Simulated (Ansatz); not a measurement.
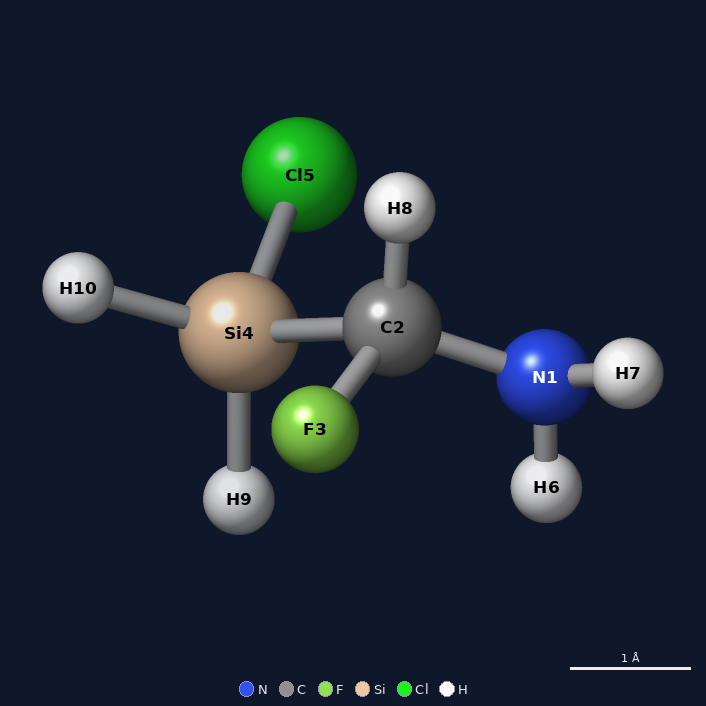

Computed geometry: PBE-D4/def2-SVP optimisation. No frequency run is at hand to confirm it as a minimum.

Which atoms are bonded, and how long are the bonds?

```
   bond  length (Å)   order
  N1–C2       1.403  single
  N1–H6       1.026  single
  N1–H7       1.026  single
  C2–F3       1.452  single
 C2–Si4       1.912  single
  C2–H8       1.112  single
Si4–Cl5       2.084  single
 Si4–H9       1.502  single
Si4–H10       1.498  single
```
